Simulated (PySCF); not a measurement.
SMILES s1ccc(c1)C(c1sccc1)=O (C9H6OS2) at its GFN2-xTB optimised geometry (Å):

```
18

O     -0.5673    -2.6339    -0.3702
C     -0.0740    -1.5566    -0.0863
C      1.3748    -1.4074     0.1496
C      2.0112    -0.5067     1.0493
C      3.3582    -0.6439     1.0515
S      3.8923    -1.8590    -0.0457
C      2.2814    -2.2086    -0.4896
C     -0.9090    -0.3582     0.0000
C     -2.2828    -0.3582     0.0000
C     -2.8362     0.9314     0.0186
C     -1.8828     1.9045     0.0130
S     -0.2950     1.2661     0.0000
H      1.4866     0.1793     1.6884
H      4.0794    -0.1061     1.6338
H      2.0681    -2.9680    -1.2153
H     -2.8521    -1.2700    -0.0078
H     -3.8923     1.1322     0.0298
H     -2.0205     2.9680     0.0178
```

Level of theory: PBE0/def2-SVP (PySCF 2.14.0). Cells within 0.4 Å of a nucleus heavier than hydrogen are left out (blank, or x).

Map of the electron localisation function on the plane z = 0.0 Å:

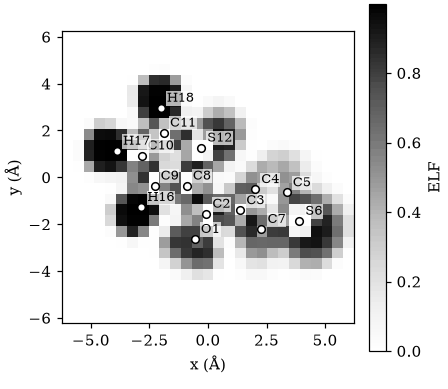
Fig. 1. Electron localisation function on the plane z = 0.0 Å.
